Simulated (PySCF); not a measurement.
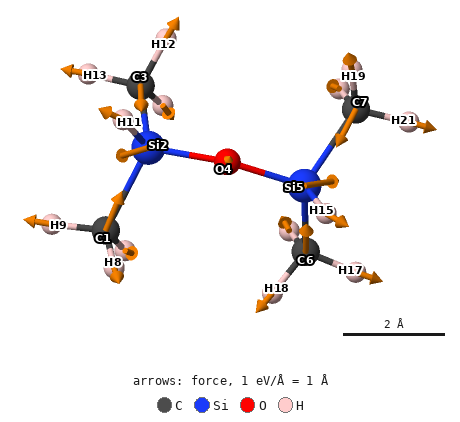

Starting geometry of C4H14OSi2 with the computed forces as orange arrows. Style: ball-and-stick. Shown face on.

The start comes from GFN2-xTB.

Computed with PBE0-D3(BJ)/def2-SVP geometry optimisation, gas phase in PySCF. 

### What follows when this structure is relaxed?

It isn't relaxed: the largest force vector, on Si atoms, is 1.22 eV/Å. The final displacements have little in common with the starting forces (cosine between the two patterns 0.08). The atom that moves furthest after the best rigid fit is an H atom (0.33 Å). Largest moves by element: H 0.33 Å, O 0.25 Å, C 0.22 Å, Si 0.05 Å. Among the contacts that change: O–Si 1.628 → 1.663 Å, H–Si 1.467 → 1.495 Å, C–Si 1.901 → 1.875 Å, C–H 1.086 → 1.101 Å. Bond angles that change, for instance: Si–O–Si 157.6° → 143.8°, O–Si–H 103.2° → 107.0°, O–Si–H 103.6° → 107.1°. After 16 geometry steps the energy has fallen by 0.178 eV. The run took of the order of 6 core-minutes on a shared host.
